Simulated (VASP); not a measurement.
# Which face does Ca expose?, part 4 of 4

How do surface energy, work function and relaxation of Ca depend on the face?

VASP 6.6.1; PBE; plane waves and PAW (Ca_pv).

So far. Step 6 (Relaxing the slab, 7 atoms, face Ca(100)): The run ended after 4 ionic steps, 0.005 eV below its first step, once the forces on the free atoms met EDIFFG = -0.03. Step 7 (Vacuum level and density of states, 7 atoms, face …): The vacuum level lies 2.78 eV above the Fermi level at the upper face; both faces agree, as the slab has next to no dipole.

## Step 8: Surface relaxation, 9 atoms, face Ca(110)

System of this step: Ca(110). The cell holds 9 atoms: 9 Ca. Cell: a = 5.524 Å, b = 3.906 Å, c = 30.624 Å, α = 90.0°, β = 90.0°, γ = 90.0°. It derives from Ca. 9 layers of fcc Ca, cut at this functional's lattice. Vacuum lies along c.

The input, INCAR:

```
SYSTEM = Ca
PREC = Normal
ENCUT = 320
EDIFF = 1E-05
NELM = 120
ISMEAR = 1
SIGMA = 0.15
LREAL = .FALSE.
ALGO = Fast
GGA = PE
NBANDS = 45
LORBIT = 11
LWAVE = .FALSE.
LCHARG = .FALSE.
KPAR = 4
LASPH = .TRUE.
IBRION = 2
NSW = 40
ISIF = 2
EDIFFG = -0.03
POTIM = 0.4
MAXMIX = 40
```

The input, POSCAR:

```
Ca
1.0
    5.5238967946      0.0000000000      0.0000000000
    0.0000000000      3.9059848820      0.0000000000
    0.0000000000      0.0000000000     30.6239395281
Ca
9
Direct
    0.0000000000      0.0000000000      0.2449064400
    0.5000000000      0.5000000000      0.3086798300
    0.0000000000      0.0000000000      0.3724532200
    0.5000000000      0.5000000000      0.4362266100
    0.0000000000      0.0000000000      0.5000000000
    0.5000000000      0.5000000000      0.5637733900
    0.0000000000      0.0000000000      0.6275467800
    0.5000000000      0.5000000000      0.6913201700
    0.0000000000      0.0000000000      0.7550935600
```

The input, KPOINTS:

```
Automatic mesh
0
Gamma
6 8 1
0 0 0
```

PAW data sets: Ca_pv (PBE family, release 64).

Started as:

```console
$ mpirun -np 4 vasp_std
```

The log of the run:

```text
[banner, memory and clock lines left out]
running    4 mpi-ranks, on    1 nodes
[...]
LDA part: xc-table for (Slater+PW92), standard interpolation
 POSCAR, INCAR and KPOINTS ok, starting setup
[...]
entering main loop
       N       E                     dE             d eps       ncg     rms          rms(c)
DAV:   1     0.598309359245E+03    0.59831E+03   -0.24772E+04  2018   0.140E+03
DAV:   2     0.732804146164E+02   -0.52503E+03   -0.52093E+03  1872   0.399E+02
DAV:   3    -0.109455992115E+02   -0.84226E+02   -0.83062E+02  2526   0.177E+02
DAV:   4    -0.168878582128E+02   -0.59423E+01   -0.58508E+01  2528   0.518E+01
[...]
RMM:  20    -0.158244516268E+02   -0.35097E-04   -0.22023E-05  1387   0.208E-02    0.135E-03
RMM:  21    -0.158244628629E+02   -0.11236E-04   -0.36140E-06  1231   0.129E-02    0.544E-04
RMM:  22    -0.158244681709E+02   -0.53080E-05   -0.31831E-06  1252   0.117E-02
   1 F= -.15824468E+02 E0= -.15825383E+02  d E =-.158245E+02
[... from here on, the cycles between the ionic steps are left out ...]
   2 F= -.15825176E+02 E0= -.15826154E+02  d E =-.707488E-03
   3 F= -.15827009E+02 E0= -.15827962E+02  d E =-.254082E-02
   4 F= -.15829196E+02 E0= -.15830093E+02  d E =-.472796E-02
[...]
reached required accuracy - stopping structural energy minimisation
```

Run time: 1.9 min. Hardware: 4 MPI ranks of Intel Xeon 6975P-C (Granite Rapids), shared host; peak memory 1.5 GiB; 7.5 min of CPU time.

OUTCAR, selected parts (step 8):

```text
  Total       -1.9674220      0.2268621     -0.4511582     -0.0000000      0.0000000      0.0000000
  in kB       -4.7705773      0.5500919     -1.0939620     -0.0000000      0.0000000      0.0000000
  external PRESSURE =      -1.7714825 kB  Pullay stress =       0.0000000 kB

 POSITION                                       TOTAL-FORCE (eV/Angst)
 -----------------------------------------------------------------------------------
      5.52390      0.00000      7.52645        -0.000000      0.000000      0.021386
      2.76195      1.95299      9.45331         0.000000     -0.000000      0.001859
      0.00000      0.00000     11.37881        -0.000000     -0.000000      0.002392
      2.76195      1.95299     13.35865        -0.000000     -0.000000     -0.010748
      0.00000      3.90598     15.31197        -0.000000     -0.000000     -0.000000
      2.76195      1.95299     17.26529        -0.000000      0.000000      0.010748
      0.00000      3.90598     19.24512        -0.000000     -0.000000     -0.002392
      2.76195      1.95299     21.17063        -0.000000     -0.000000     -0.001859
      0.00000      3.90598     23.09749         0.000000     -0.000000     -0.021386
 -----------------------------------------------------------------------------------
    total drift:                                0.000000      0.000000      0.000000

  FREE ENERGIE OF THE ION-ELECTRON SYSTEM (eV)
  ---------------------------------------------------
  free  energy   TOTEN  =       -15.8291961271 eV

  energy  without entropy=      -15.8318879621  energy(sigma->0) =      -15.83009341

[... 1 part as in an earlier step ...]

[... 3 further parts left out ...]
[key lines of the parts left out:]
E-fermi :   0.1520
```

The run keeps the 8 symmetry operations of its start, so it cannot find a distortion of lower symmetry.

Relaxation path:

```csv
step,energy less that of the first step (eV),largest force (eV/Å)
1,0.0000,0.0704
2,-0.0007,0.0618
3,-0.0025,0.0480
4,-0.0047,0.0214
```

The atoms that moved most (Å):

```csv
atom,dx,dy,dz,length
Ca7,0.000,0.000,0.027,0.027
Ca3,0.000,0.000,-0.027,0.027
Ca9,0.000,0.000,-0.026,0.026
Ca1,0.000,0.000,0.026,0.026
```

The relaxed structure:

```cif
data_structure
_symmetry_space_group_name_H-M 'P 1'
_symmetry_Int_Tables_number 1
_cell_length_a 5.5239
_cell_length_b 3.9060
_cell_length_c 30.6239
_cell_angle_alpha 90.000
_cell_angle_beta 90.000
_cell_angle_gamma 90.000
_cell_volume 660.75
loop_
_atom_site_label
_atom_site_type_symbol
_atom_site_fract_x
_atom_site_fract_y
_atom_site_fract_z
_atom_site_occupancy
Ca1 Ca 0.00000 0.00000 0.24577 1
Ca2 Ca 0.50000 0.50000 0.30869 1
Ca3 Ca 0.00000 0.00000 0.37157 1
Ca4 Ca 0.50000 0.50000 0.43622 1
Ca5 Ca 0.00000 0.00000 0.50000 1
Ca6 Ca 0.50000 0.50000 0.56378 1
Ca7 Ca 0.00000 0.00000 0.62843 1
Ca8 Ca 0.50000 0.50000 0.69131 1
Ca9 Ca 0.00000 0.00000 0.75423 1
```

The run ended after 4 ionic steps, 0.005 eV below its first step, once the forces on the free atoms met EDIFFG = -0.03.

## Step 9: Potential and states of the slab, 9 atoms, face Ca(110)

The input, INCAR:

```
SYSTEM = Ca
PREC = Normal
ENCUT = 320
EDIFF = 1E-06
NELM = 120
ISMEAR = 1
SIGMA = 0.15
LREAL = .FALSE.
ALGO = Fast
GGA = PE
NBANDS = 45
LORBIT = 11
LWAVE = .FALSE.
LCHARG = .TRUE.
KPAR = 4
LASPH = .TRUE.
IDIPOL = 3
LDIPOL = .TRUE.
DIPOL = 0.5 0.5 0.5
LVHAR = .TRUE.
LVACPOTAV = .TRUE.
NEDOS = 1500
```

The input, POSCAR:

```
Ca
1.0
    5.5238967946      0.0000000000      0.0000000000
    0.0000000000      3.9059848820      0.0000000000
    0.0000000000      0.0000000000     30.6239395281
Ca
9
Direct
    0.0000000000      0.0000000000      0.2457701072
    0.5000000000      0.5000000000      0.3086901717
    0.0000000000      0.0000000000      0.3715659982
    0.5000000000      0.5000000000      0.4362158005
    0.0000000000      0.0000000000      0.5000000000
    0.5000000000      0.5000000000      0.5637841995
    0.0000000000      0.0000000000      0.6284340018
    0.5000000000      0.5000000000      0.6913098283
    0.0000000000      0.0000000000      0.7542298928
```

KPOINTS is that of step 8.

Started as:

```console
$ mpirun -np 4 vasp_std
```

The log of the run:

```text
[... set-up lines as in an earlier step ...]
 entering main loop
       N       E                     dE             d eps       ncg     rms          rms(c)
DAV:   1     0.600075396728E+03    0.60008E+03   -0.24755E+04  1994   0.140E+03
DAV:   2     0.733590637219E+02   -0.52672E+03   -0.52282E+03  1888   0.399E+02
DAV:   3    -0.108139126654E+02   -0.84173E+02   -0.82985E+02  2470   0.177E+02
DAV:   4    -0.168638217611E+02   -0.60499E+01   -0.59436E+01  2520   0.523E+01
[...]
RMM:  22    -0.158291904093E+02   -0.64843E-05   -0.72992E-07  1645   0.582E-03    0.491E-04
RMM:  23    -0.158291938766E+02   -0.34673E-05   -0.95060E-07  1601   0.506E-03    0.461E-04
RMM:  24    -0.158291942330E+02   -0.35648E-06    0.43386E-07  1530   0.426E-03
 [... a notice as in an earlier step ...]

   1 F= -.15829194E+02 E0= -.15830106E+02  d E =0.273588E-02
```

Elapsed: 65 s, on 4 MPI ranks; peak memory 1.4 GiB; 4.2 min of CPU time.

Parts of OUTCAR (step 9):

```text
  Total       -1.9049802      0.2817850     -0.3863030      0.0000000      0.0000000      0.0000000
  in kB       -4.6191694      0.6832683     -0.9367022      0.0000000      0.0000000      0.0000000
  external PRESSURE =      -1.6242011 kB  Pullay stress =       0.0000000 kB

 POSITION                                       TOTAL-FORCE (eV/Angst)
 -----------------------------------------------------------------------------------
      0.00000      0.00000      7.52645        -0.000000      0.000000      0.028522
      2.76195      1.95299      9.45331        -0.000000      0.000000      0.001805
      0.00000      0.00000     11.37881         0.000000      0.000000     -0.008280
      2.76195      1.95299     13.35865        -0.000000      0.000000     -0.011253
      0.00000      0.00000     15.31197        -0.000000      0.000000      0.000000
      2.76195      1.95299     17.26529        -0.000000      0.000000      0.011253
      0.00000      0.00000     19.24512        -0.000000     -0.000000      0.008280
      2.76195      1.95299     21.17063        -0.000000     -0.000000     -0.001805
      0.00000      0.00000     23.09749         0.000000      0.000000     -0.028522
 -----------------------------------------------------------------------------------
    total drift:                                0.000000      0.000000      0.000000

  FREE ENERGIE OF THE ION-ELECTRON SYSTEM (eV)
  ---------------------------------------------------
  free  energy   TOTEN  =       -15.8291942330 eV

  energy  without entropy=      -15.8319301081  energy(sigma->0) =      -15.83010619

[... 2 parts as in an earlier step ...]

[... 1 further part left out ...]
[key lines of the parts left out:]
E-fermi :   0.1503
```

The planar average of the electrostatic potential oscillates, so the rows of the table below give means over windows of 1.97 Å about each position, cut where the curve ends. Its maxima inside the range that stand out by 2 % of the span (Å: eV): 8.5: -1.19, 10.4: -1.07, 12.4: -0.882, 14.3: -0.993, 16.3: -0.993, 18.3: -0.882, 20.2: -1.07, 22.1: -1.19. Its minima: 7.5: -3.66, 9.4: -3.34, 11.4: -3.42, 13.3: -3.40, 15.3: -3.41, 17.3: -3.40, 19.2: -3.42, 21.2: -3.34, 23.1: -3.66.

Zero at the Fermi level. Table of planar average of the electrostatic potential by height; means over each step:

```csv
height (Å),planar average of the electrostatic potential (eV)
0.98,2.83
2.96,2.82
4.93,2.58
6.90,-1.12
8.87,-2.33
10.84,-2.27
12.80,-2.15
14.78,-2.22
16.75,-2.21
18.71,-2.16
20.69,-2.24
22.66,-2.40
24.62,1.39
26.60,2.78
28.57,2.83
```

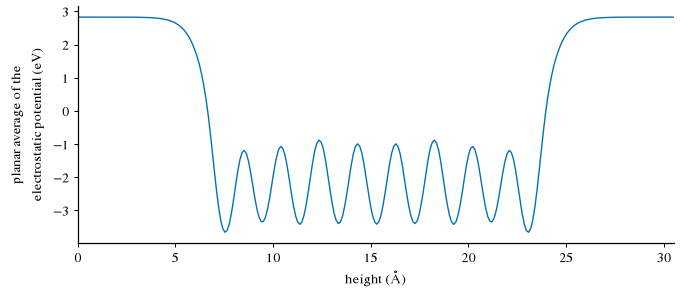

Planar average of the electrostatic potential against height.

The map of layer states is cut here 0.5 eV above the Fermi level, so it leaves out the states above that.

The vacuum level lies 2.82 eV above the Fermi level at the upper face; both faces agree, as the slab has next to no dipole.

The program found no field-free point at its default tolerance, but its printed level agrees with the flat part of the planar average.

On this mesh the fine structure of the density of states is sampling noise, and high empty states may be cut by the number of bands.

## Step 10: The faces side by side

This step: surfaces of a metal, PBE; plane waves and PAW (VASP 6.6.1).

This step runs nothing: it gathers the runs above.

Symmetric slabs, all atoms free. All faces:

```csv
face,layers,area a surface atom (Å²),work function (eV),surface energy as cut (J/m²),surface energy relaxed (J/m²),change of the top spacing (%)
Ca(111),7,13.21,2.958,0.4738,0.4717,-1.4
Ca(100),7,15.26,2.777,0.4636,0.4611,-2.1
Ca(110),9,21.58,2.825,0.54,0.5383,-1.34
```

Each surface energy is the slab's energy less its number of atoms times the bulk energy of -1.9200 eV, over twice the cell's area.

## Step 11: Outcome

* Ca(111): 0.47 J/m², 2.96 eV
* Ca(100): 0.46 J/m², 2.78 eV
* Ca(110): 0.54 J/m², 2.82 eV

In words: The cheapest face is Ca(100) at 0.46 J/m², against 0.47 for Ca(111) and 0.54 for Ca(110). The work functions are 2.96 eV for Ca(111), 2.82 eV for Ca(110) and 2.78 eV for Ca(100). The densest face has the highest work function, as the smoothing of the electron density over an open face lowers the surface dipole. Among the others the order doesn't follow the density. The two cheapest faces differ by under 4 %, which one mesh and one thickness don't resolve. The top spacing changes by -1.4 % on Ca(111), -2.1 % on Ca(100) and -1.3 % on Ca(110). On Ca(110) the relaxation gained under 0.002 J/m², so it stands almost as cut. In so soft a metal the force threshold is too loose to find a relaxation. One thickness was run for each face, and bulk and slab meshes don't match, which leaves some hundredths of a J/m². The cells are 1 × 1 and can't reconstruct.

[Lines on the potential files, build, host, timing and source positions are cut from VASP's logs without a mark.]

[Logs are printed without paths, hosts, clocks, repeated set-up lines and the standing remarks that a program may print on its own settings, such as how far it seeks lower states.]

[Hosts, paths, dates, database ids (printed as entryN), source tags and the programs' standing remarks are cut or masked in the printed files.]

[Runs that stopped without an error message from VASP are left out.]
